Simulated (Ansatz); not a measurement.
# Bands, cutoff and cost in G0W0 for ZnSeO3 (Pnma)

Wanted: a G0W0 gap for ZnSeO3 (Pnma) that is converged in bands and cutoff, or an estimate of the limit.

Method: G0W0 on r2SCAN, plane waves, PAW, in Ansatz 0.2.0.

### Step 1. Starting point

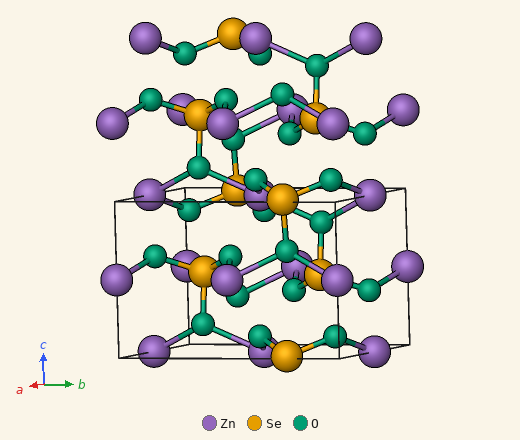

The starting structure, seen slightly off an axis (zinc purple, selenium orange, oxygen teal). 1×1×2 cells are drawn. Some periodic images of atoms are drawn too.

The cell is the Materials Project's (PBE, PBE+U or r2SCAN) relaxed one; the ions were relaxed with r2SCAN.

### Step 2. 718 empty bands, screening to 120 eV

Now the one-shot GW correction: screening in the RPA, then the self-energy of the levels asked for. This step takes hard PAW files.

Input file input.yaml:

```yaml
crystal:
  lattice:
    - [6.004009, 0.0, 0.0]
    - [0.0, 7.810489, 0.0]
    - [0.0, 0.0, 5.135797]
  atoms:
    - { symbol: Zn, position: [0.0, 0.5, 0.5] }
    - { symbol: Zn, position: [0.5, 0.5, 0.0] }
    - { symbol: Zn, position: [0.5, 0.0, 0.0] }
    - { symbol: Zn, position: [0.0, 0.0, 0.5] }
    - { symbol: Se, position: [0.9617710496, 0.75, 0.0127346654] }
    - { symbol: Se, position: [0.5382289504, 0.25, 0.5127346654] }
    - { symbol: Se, position: [0.4617710496, 0.75, 0.4872653346] }
    - { symbol: Se, position: [0.0382289504, 0.25, 0.9872653346] }
    - { symbol: O, position: [0.1956463275, 0.4206104718, 0.875477039] }
    - { symbol: O, position: [0.3043536725, 0.5793895282, 0.375477039] }
    - { symbol: O, position: [0.6956463275, 0.0793895282, 0.624522961] }
    - { symbol: O, position: [0.8043536725, 0.9206104718, 0.124522961] }
    - { symbol: O, position: [0.8043536725, 0.5793895282, 0.124522961] }
    - { symbol: O, position: [0.6956463275, 0.4206104718, 0.624522961] }
    - { symbol: O, position: [0.3043536725, 0.9206104718, 0.375477039] }
    - { symbol: O, position: [0.1956463275, 0.0793895282, 0.875477039] }
    - { symbol: O, position: [0.0773988991, 0.25, 0.3192540354] }
    - { symbol: O, position: [0.4226011009, 0.75, 0.8192540354] }
    - { symbol: O, position: [0.5773988991, 0.25, 0.1807459646] }
    - { symbol: O, position: [0.9226011009, 0.75, 0.6807459646] }
kpoints:
  mp_grid: { grid: [4, 2, 4] }
hamiltonian:
  xc: r2scan
  pseudopotentials: { kind: paw, source: ansatz }
scf:
  occupations: { method: fixed }
gw:
  n_empty_bands: 718
  ecut_chi: 120.0
  qp_bands: [v4, c4]
  qp_kpoints: band_edges
  screening: { model: contour_deformation }
```

Started as:

```console
$ ansatz run input.yaml --threads 16 --pin off --max-ram 82944MiB --backend cuda --events-out ev --progress --plain --runs-dir out --devices 1 --max-vram 78GiB
```

Numbers of over 12 decimals in the logs are rounded to 6 here.

The program printed:

```text
GPUs: using 1 of 1 available (devices: 1).
Engine: ansatz 0.2.0, aarch64-unknown-linux-gnu
Pseudopotentials: kind: paw
Pseudopotential: Zn, paw, valence charge 20, recommended cutoff 660 eV (normal), Zn.paw.azcp
Pseudopotential: Se, paw, valence charge 16, recommended cutoff 820 eV (meta_gga), Se.paw.azcp
Pseudopotential: O, paw, valence charge 6, recommended cutoff 1050 eV (meta_gga), O.paw.azcp
Functional definition: r2SCAN
  parameter k0 = 0.174
  parameter k1 = 0.065
  parameter a1 = 4.9479
  exchange = r2scan_x(k0 = k0, k1 = k1, a1 = a1)
  correlation = r2scan_c
concurrent solve slots: 9 of 16 are kept, ahead of what memory takes: no pass of the eigensolver takes more rounds on 9
[...]
Crystal: 20 atoms, lattice volume = 240.839 Å³
Basis set: ecut = 1050 eV, 18633 PW (Γ), exchange–correlation on 320×432×288 points (64 copies of the dense FFT grid, shifted against one another)
Bands: 130, of which v1, the nominal top of the filled ones, is band 108 counted from 1 (107 counted from 0)
Symmetry: 8 space group operations
Space group: Pnma (ITA 62), of the structure as read, at distance tolerance 6.2e-5 Å
k-points: 18 of 32
Non-local potential: Zn, projectors of the file, l = 0: 3, l = 1: 3, l = 2: 3, l = 3: 1
Non-local potential: Se, projectors of the file, l = 0: 2, l = 1: 2, l = 2: 3, l = 3: 1
Non-local potential: O, projectors of the file, l = 0: 2, l = 1: 2, l = 2: 1
PAW form: soft (Blöchl's): semilocal exchange-correlation on the pseudo side does not see the compensation charge
PAW frozen core: Zn, regenerated for the run's functional (the file was generated under x = pbe(κ = 0.804, μ = 0.219515), c = pbe(β = 0.066725))
PAW frozen core: Se, regenerated for the run's functional (the file was generated under x = pbe(κ = 0.804, μ = 0.219515), c = pbe(β = 0.066725))
PAW frozen core: O, regenerated for the run's functional (the file was generated under x = pbe(κ = 0.804, μ = 0.219515), c = pbe(β = 0.066725))
PAW one-centre angular grid: Zn, 590 points (default); XC on 224 Gauss nodes
PAW one-centre angular grid: Se, 590 points (default); XC on 160 Gauss nodes
PAW one-centre angular grid: O, 302 points (default); XC on 160 Gauss nodes
Initial density: superposition of atomic densities (chi_scale 0.1, normalization cell, long waves kept (reshape's long-wave potential 0.08 eV rms))
Initial wavefunctions: pseudopotential atomic-orbital guess
[...]
Functional: x = r2scan, c = r2scan; τ floored in thin density (d = 2e-4 eV/Å³)
SCF iter   1: F=—  HF=-58706.090532 eV  |F-HF|=—  |Δ(HF+E_count)|=         —  Δρ=1.76e-1  dr2=5.70e1  dr2_τ=3.47e0  ethr=3.10e-3  ⟨swp⟩=4.6  Hψ=7292  notcnv=0  defer=346
preconditioner: auto → Resta (q_TF=auto, 2.679 Å⁻¹)  ε∞=4.1  [insulator: Δε(μ)=2.964 eV  Ē_g=16.423 eV  n_scr=82 (ndim 8)  ℏωp=28.7 eV  f_vac=0.000  ε∞_Penn≈4.1]
SCF iter   2: F=—  HF=-58688.487425 eV  |F-HF|=—  |Δ(HF+E_count)|=    1.76e1  Δρ=5.16e-2  dr2=5.55e0  dr2_τ=2.13e0  ethr=3.10e-3  ⟨swp⟩=3.0  Hψ=5743  notcnv=0  defer=350
SCF iter   3: F=—  HF=-58686.426769 eV  |F-HF|=—  |Δ(HF+E_count)|=    2.06e0  Δρ=2.95e-2  dr2=2.08e0  dr2_τ=8.02e-2  ethr=2.57e-3  ⟨swp⟩=2.6  Hψ=4131  notcnv=0  defer=342
SCF iter   4: F=—  HF=-58686.000789 eV  |F-HF|=—  |Δ(HF+E_count)|=   4.26e-1  Δρ=9.51e-3  dr2=9.30e-2  dr2_τ=2.65e-2  ethr=9.63e-4  ⟨swp⟩=2.2  Hψ=3561  notcnv=0  defer=334
SCF iter   5: F=—  HF=-58686.015836 eV  |F-HF|=—  |Δ(HF+E_count)|=   1.50e-2  Δρ=2.71e-3  dr2=1.27e-2  dr2_τ=7.30e-3  ethr=4.31e-5  ⟨swp⟩=2.0  Hψ=4692  notcnv=0  defer=351
SCF iter   6: F=—  HF=-58686.018945 eV  |F-HF|=—  |Δ(HF+E_count)|=   3.11e-3  Δρ=9.12e-4  dr2=1.24e-3  dr2_τ=1.90e-4  ethr=5.86e-6  ⟨swp⟩=2.1  Hψ=3428  notcnv=0  defer=354
[...]
SCF iter   8: F=—  HF=-58686.018907 eV  |F-HF|=—  |Δ(HF+E_count)|=   1.04e-5  Δρ=1.36e-4  dr2=3.46e-5  dr2_τ=2.05e-5  ethr=4.62e-8  ⟨swp⟩=2.0  Hψ=3374  notcnv=0  defer=274
SCF iter   9: F=—  HF=-58686.018900 eV  |F-HF|=—  |Δ(HF+E_count)|=   6.44e-6  Δρ=2.43e-5  dr2=8.75e-7  dr2_τ=1.72e-7  ethr=1.60e-8  ⟨swp⟩=2.0  Hψ=3280  notcnv=0  defer=274
[...]
SCF 1 converged in 10 iterations: F = -58686.018901 eV  dr2 = 5.41e-8
[...]
SCF converged after 10 iterations
[...]
10   112     13.3314   -11.8970    -3.9643   -16.9380  0.8110    14.4191    14.4081  root
    11   105      7.7370   -26.2987     3.6539   -22.0559  0.7799     7.1442     7.1481  root
    11   106      7.7370   -26.2987     3.6539   -22.0559  0.7799     7.1442     7.1481  root
    11   107      7.7847   -27.1555     4.1034   -22.5185  0.7731     7.2478     7.2511  root
    11   108      7.7847   -27.1555     4.1034   -22.5185  0.7731     7.2478     7.2511  root
    11   109     12.4998   -10.9894    -3.8779   -15.8018  0.8210    13.4415    13.4342  root
    11   110     12.4998   -10.9894    -3.8779   -15.8018  0.8210    13.4415    13.4342  root
    11   111     13.0752   -12.2477    -3.7350   -17.0518  0.8108    14.1546    14.1444  root
    11   112     13.0752   -12.2477    -3.7350   -17.0518  0.8108    14.1546    14.1444  root
    12   105      7.4743   -25.7380     3.6445   -21.5169  0.7772     6.8938     6.8977  root
    12   106      7.4743   -25.7380     3.6445   -21.5169  0.7772     6.8938     6.8977  root
    12   107      7.5778   -25.2307     3.5439   -21.1083  0.7792     6.9955     6.9993  root
    12   108      7.5778   -25.2307     3.5439   -21.1083  0.7792     6.9955     6.9993  root
    12   109     12.5257   -11.5390    -3.8401   -16.3242  0.8221    13.4779    13.4708  root
    12   110     12.5257   -11.5390    -3.8401   -16.3242  0.8221    13.4779    13.4708  root
    12   111     13.6077   -10.8945    -4.3051   -16.2690  0.8119    14.6891    14.6772  root
    12   112     13.6077   -10.8945    -4.3051   -16.2690  0.8119    14.6891    14.6772  root
    13   105      7.4668   -24.6370     3.5376   -20.5431  0.7768     6.9069     6.9105  root
    13   106      7.4668   -24.6370     3.5376   -20.5431  0.7768     6.9069     6.9105  root
    13   107      7.7666   -26.6081     3.8372   -22.2000  0.7771     7.1921     7.1958  root
    13   108      7.7666   -26.6081     3.8372   -22.2000  0.7771     7.1921     7.1958  root
    13   109     12.6595   -12.1066    -3.7308   -16.8298  0.8174    13.6599    13.6518  root
    13   110     12.6595   -12.1066    -3.7308   -16.8298  0.8174    13.6599    13.6518  root
    13   111     13.6249   -11.4031    -4.2305   -16.7235  0.8097    14.7272    14.7148  root
[...]
17   105      7.8386   -26.7962     3.8880   -22.3636  0.7764     7.2906     7.2940  root
    17   106      7.8386   -26.7962     3.8880   -22.3636  0.7764     7.2906     7.2940  root
    17   107      7.8386   -26.7962     3.8880   -22.3636  0.7764     7.2906     7.2940  root
    17   108      7.8386   -26.7962     3.8880   -22.3636  0.7764     7.2906     7.2940  root
    17   109     13.0380   -11.7900    -3.7734   -16.5822  0.8138    14.0660    14.0567  root
    17   110     13.0380   -11.7900    -3.7734   -16.5822  0.8138    14.0660    14.0567  root
    17   111     13.0380   -11.7900    -3.7734   -16.5822  0.8138    14.0660    14.0567  root
    17   112     13.0380   -11.7900    -3.7734   -16.5822  0.8138    14.0660    14.0567  root
```

Run time: 2.4 min. Hardware: 1 × NVIDIA GB200 (shared by 2 runs) with 16 threads of Arm Neoverse V2, shared host; peak memory 12 GiB.

In the SCF lines HF is the Harris–Foulkes energy and dr2 the Hartree energy of the density residual, in eV; the loop may stop once dr2 is under the threshold and the program's other checks hold. Hψ counts applications of the Hamiltonian.

This step gave:

| Quantity | Value |
| --- | --- |
| bands summed | 826 |
| RPA ε∞ on this mesh (eigenvalues) | 3.524, 3.876, 4.033 |
| plane waves in the screening matrix | 727 |
| q-points in the mesh | 32 |
| G0W0 gap on the mesh | 5.589 eV |
| k of the valence top | 0, -0.5, 0 |
| k of the conduction bottom | 0.25, 0, 0 |
| starting gap on the mesh | 4.173 eV |
| Z at the valence top | 0.7848 |
| Z at the conduction bottom | 0.8274 |
| least direct G0W0 gap on the computed points | 5.875 eV |

The gap on the mesh goes from 4.17 eV to 5.59 eV, a correction of +1.42 eV. Between the two edge states, bare exchange in place of the xc potential would open the gap by 8.55 eV, and correlation takes back 7.13 eV.

### Step 3. 1546 empty bands, screening to 200 eV

Bands and screening cutoff are moved together, since each hides the error of the other.

Edit input.yaml of step 2 so:

```diff
@@ -34,4 +34,4 @@
 gw:
-  n_empty_bands: 718
-  ecut_chi: 120.0
+  n_empty_bands: 1546
+  ecut_chi: 200.0
   qp_bands: [v4, c4]
```

The program printed:

```text
GPUs: using 1 of 1 available (devices: 1).
[...]
Crystal: 20 atoms, lattice volume = 240.839 Å³
Basis set: ecut = 1050 eV, 18633 PW (Γ), exchange–correlation on 320×432×288 points (64 copies of the dense FFT grid, shifted against one another)
Bands: 130, of which v1, the nominal top of the filled ones, is band 108 counted from 1 (107 counted from 0)
[... 1 set-up line as in the run before ...]
[...]
k-points: 18 of 32
[...]
SCF iter   1: F=—  HF=-58706.090532 eV  |F-HF|=—  |Δ(HF+E_count)|=         —  Δρ=1.76e-1  dr2=5.70e1  dr2_τ=3.47e0  ethr=3.10e-3  ⟨swp⟩=4.6  Hψ=7292  notcnv=0  defer=346
[...]
SCF iter   6: F=—  HF=-58686.018945 eV  |F-HF|=—  |Δ(HF+E_count)|=   3.11e-3  Δρ=9.12e-4  dr2=1.24e-3  dr2_τ=1.90e-4  ethr=5.86e-6  ⟨swp⟩=2.1  Hψ=3428  notcnv=0  defer=354
[...]
SCF iter   8: F=—  HF=-58686.018907 eV  |F-HF|=—  |Δ(HF+E_count)|=   1.04e-5  Δρ=1.36e-4  dr2=3.46e-5  dr2_τ=2.05e-5  ethr=4.62e-8  ⟨swp⟩=2.0  Hψ=3374  notcnv=0  defer=274
SCF iter   9: F=—  HF=-58686.018900 eV  |F-HF|=—  |Δ(HF+E_count)|=   6.44e-6  Δρ=2.43e-5  dr2=8.75e-7  dr2_τ=1.72e-7  ethr=1.60e-8  ⟨swp⟩=2.0  Hψ=3280  notcnv=0  defer=274
[...]
SCF 1 converged in 10 iterations: F = -58686.018901 eV  dr2 = 5.41e-8
[...]
SCF converged after 10 iterations
[...]
10   112     13.3314   -11.8970    -4.1740   -16.9380  0.8096    14.2053    14.1984  root
    11   105      7.7370   -26.2987     3.3951   -22.0559  0.7773     6.8811     6.8893  root
    11   106      7.7370   -26.2987     3.3951   -22.0559  0.7773     6.8811     6.8893  root
    11   107      7.7847   -27.1555     3.8416   -22.5185  0.7702     6.9817     6.9893  root
    11   108      7.7847   -27.1555     3.8416   -22.5185  0.7702     6.9817     6.9893  root
    11   109     12.4998   -10.9894    -4.0569   -15.8018  0.8199    13.2599    13.2553  root
    11   110     12.4998   -10.9894    -4.0569   -15.8018  0.8199    13.2599    13.2553  root
    11   111     13.0752   -12.2477    -3.9461   -17.0518  0.8092    13.9397    13.9333  root
[...]
17   109     13.0380   -11.7900    -3.9685   -16.5822  0.8124    13.8676    13.8617  root
    17   110     13.0380   -11.7900    -3.9685   -16.5822  0.8124    13.8676    13.8617  root
    17   111     13.0380   -11.7900    -3.9685   -16.5822  0.8124    13.8676    13.8617  root
    17   112     13.0380   -11.7900    -3.9685   -16.5822  0.8124    13.8676    13.8617  root
```

Elapsed: 6.8 min, on 1 × NVIDIA GB200 (shared by 2 runs) with 16 threads; peak memory 21 GiB.

This step gave:

```yaml
bands_summed: 1654
rpa_eps_infinity_on_this_mesh_eigenvalues: 3.512, 3.856, 4.009
plane_waves_in_the_screening_matrix: 1541
q_points_in_the_mesh: 32
g0w0_gap_on_the_mesh: 5.692 eV
k_of_the_valence_top: 0, -0.5, 0
k_of_the_conduction_bottom: 0.25, 0, 0
starting_gap_on_the_mesh: 4.173 eV
z_at_the_valence_top: 0.7823
z_at_the_conduction_bottom: 0.8263
least_direct_g0w0_gap_on_the_computed_points: 5.967 eV
```

Against the run with 4×2×4 mesh, 718 empty bands, screening to 120 eV, hard PAW files, the gap moves by +0.10 eV.

### Step 4. Changing the k mesh: 4×4×4 mesh, 718 empty bands, screening to 120 eV, hard PAW files

Only the mesh changes. It samples the long-range screening, which converges on its own terms. Bands and cutoff differ from the step before, so it is read against an earlier run that matches them.

Edit input.yaml of step 3 so:

```diff
@@ -27,3 +27,3 @@
 kpoints:
-  mp_grid: { grid: [4, 2, 4] }
+  mp_grid: { grid: [4, 4, 4] }
 hamiltonian:
@@ -34,4 +34,4 @@
 gw:
-  n_empty_bands: 1546
-  ecut_chi: 200.0
+  n_empty_bands: 718
+  ecut_chi: 120.0
   qp_bands: [v4, c4]
```

The program printed:

```text
GPUs: using 1 of 1 available (devices: 1).
[...]
Crystal: 20 atoms, lattice volume = 240.839 Å³
Basis set: ecut = 1050 eV, 18633 PW (Γ), exchange–correlation on 320×432×288 points (64 copies of the dense FFT grid, shifted against one another)
Bands: 130, of which v1, the nominal top of the filled ones, is band 108 counted from 1 (107 counted from 0)
[... 1 set-up line as in the run before ...]
[...]
k-points: 27 of 64
[...]
20   110     12.8393   -12.7862    -3.5590   -17.3860  0.8116    13.8892    13.8801  root
    20   111     13.1363   -11.2658    -3.8364   -16.1272  0.8153    14.1707    14.1613  root
[...]
26   109     13.0379   -11.7937    -3.7687   -16.5822  0.8139    14.0671    14.0578  root
    26   110     13.0379   -11.7937    -3.7687   -16.5822  0.8139    14.0671    14.0578  root
    26   111     13.0379   -11.7937    -3.7687   -16.5822  0.8139    14.0671    14.0578  root
    26   112     13.0379   -11.7937    -3.7687   -16.5822  0.8139    14.0671    14.0578  root
[key lines of the parts left out:]
SCF converged after 10 iterations
```

Elapsed: 5.2 min, on 1 × NVIDIA GB200 (shared by 2 runs) with 16 threads; peak memory 16 GiB; 13 min of CPU time.

Numbers from this step:

| Quantity | Value |
| --- | --- |
| bands summed | 826 |
| RPA ε∞ on this mesh (eigenvalues) | 3.525, 3.875, 4.020 |
| plane waves in the screening matrix | 727 |
| G0W0 gap on the mesh | 5.588 eV |
| k of the valence top | 0, -0.5, 0 |
| k of the conduction bottom | 0.25, 0, 0 |
| starting gap on the mesh | 4.173 eV |
| least direct G0W0 gap on the computed points | 5.875 eV |

Against the run with 4×2×4 mesh, 718 empty bands, screening to 120 eV, hard PAW files, the gap moves by −0.001 eV.

### Step 5. Convergence and cost

Times are wall times on 1 × NVIDIA GB200 (shared by 2 runs) with 16 threads of Arm Neoverse V2, shared host, good to a factor of about two.

```
 mesh     files            frequency  bands summed  cutoff (eV)  start (eV)  G0W0 (eV)     time  host memory (GiB)
4×2×4  hard PAW  contour deformation           826          120       4.173      5.589  2.4 min                 12
4×2×4  hard PAW  contour deformation          1654          200       4.173      5.692  6.8 min                 21
4×4×4  hard PAW  contour deformation           826          120       4.173      5.588  5.2 min                 16
```

How the two edges are built up, in eV (the quasiparticle level is the starting level plus Σx plus Σc less Vxc):

```
       run               edge  start      Σx     Σc     Vxc     Z     QP
 826 bands        valence top   8.04  -25.52   3.27  -21.71  0.78   7.49
 826 bands  conduction bottom  12.21  -10.95  -3.87  -15.68  0.83  13.07
1654 bands        valence top   8.04  -25.52   2.99  -21.71  0.78   7.21
1654 bands  conduction bottom  12.21  -10.95  -4.04  -15.68  0.83  12.90
```

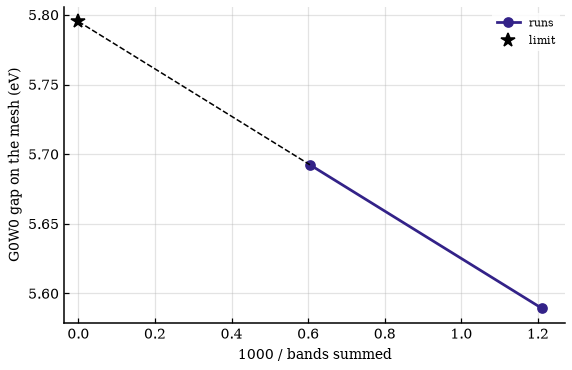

The gap against one over the number of bands; the dashed line carries the two highest rungs to the limit.

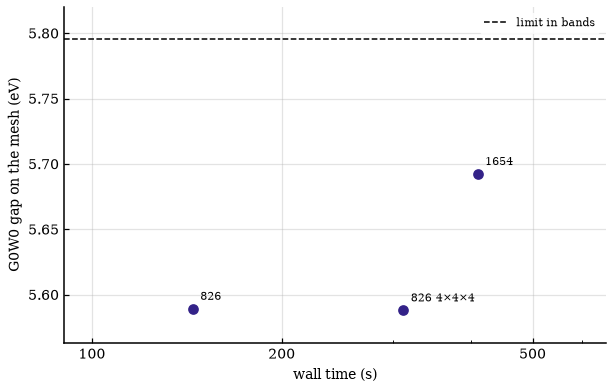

Result against wall time.

### Step 6. Summary of results

| Property | Result |
| --- | --- |
| 826 bands, 120 eV | 5.589 eV |
| 1654 bands, 200 eV | 5.692 eV |
| estimated limit in bands and cutoff | 5.80 eV |
| mesh and start | 4×2×4, r2SCAN |

In words: A line in one over the bands through the two rungs gives 5.80 eV, +0.10 eV from the top rung; with two points alone it is an unchecked estimate. The rungs stand 0.21 eV (826 bands) and 0.10 eV (1654 bands) from it. From 826 to 1654 bands the gap moves by +0.10 eV while the time grows 2.8-fold. Σc changes by −0.28 eV at the valence top and −0.17 eV at the conduction bottom, so the levels themselves move more than the gap between them. On the 4×4×4 mesh in place of 4×2×4 the gap differs by −0.001 eV, of which +0.00 eV is already in the start. Gaps are over the mesh's points; an edge off the mesh would be missed. The 4×2×4 mesh is coarse for this cell (its supercell is 16 Å along the shortest edge). The RPA ε∞ on it, from the r2SCAN start, is 3.51, 3.86 and 4.01; such meshes misread the long-range screening, most where the gap is narrow. A d shell, filled or nearly so, lies near the gap. One-shot GW converges very slowly in bands there, not always from below, and on a semilocal start the gap tends to come out low; starts rich in exact exchange can overshoot instead. The many-body steps are scalar-relativistic: spin-orbit coupling is not in them.

[Paths, hosts, dates, memory and timing lines, banners, echoed tables and standing remarks are left out of the program output.]

[Logs are printed without paths, hosts, clocks, repeated set-up lines and the standing remarks that a program may print on its own settings, such as how far it seeks lower states.]

[Runs of the session that timed out or met a known fault of the program may be left out.]

[Cells called generated may have been cut or substituted from an entry of the Crystallography Open Database or the Materials Project.]

[Hosts, paths, dates, database ids (printed as entryN), source tags and the programs' standing remarks are cut or masked in the printed files.]
